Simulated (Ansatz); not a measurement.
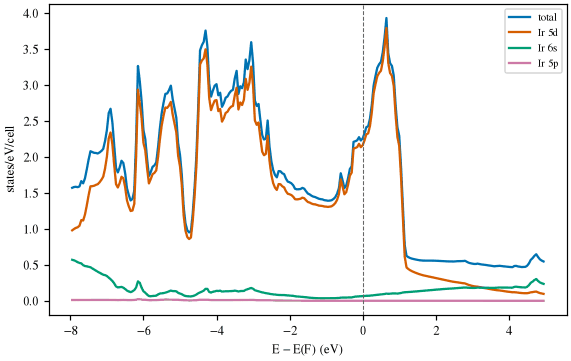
Fig. 1. Total and projected density of states of Ir (hcp (Mg type), P6_3/mmc), PBEsol in the plane-wave PAW code Ansatz

Task: Which orbitals carry the states next to the Fermi level?

Result: Within 0.5 eV of the Fermi level: Ir 5d 96 %. Projections are on Löwdin-orthogonalised atomic valence shells; empty p or d shells of many metals are not among them.

Task: Where is the tallest occupied peak in this window, and what makes it?

Result: Near -4.3 eV, about 3.8 states/eV per cell; the largest projected share is Ir 5d.

The workflow started from a Materials Project entry (that database holds measured and hypothetical structures alike); the Crystallography Open Database copy checked does not list it. It is not the phase usual at ambient conditions (space group No. 225). The cell was relaxed with PBEsol under the symmetry of its start; of distortions, only those at the zone centre were tested. No spin polarisation was allowed. Scalar-relativistic: spin–orbit coupling is off unless named, which matters more the heavier the elements.

Potentials: the later of the program's two PAW sets.
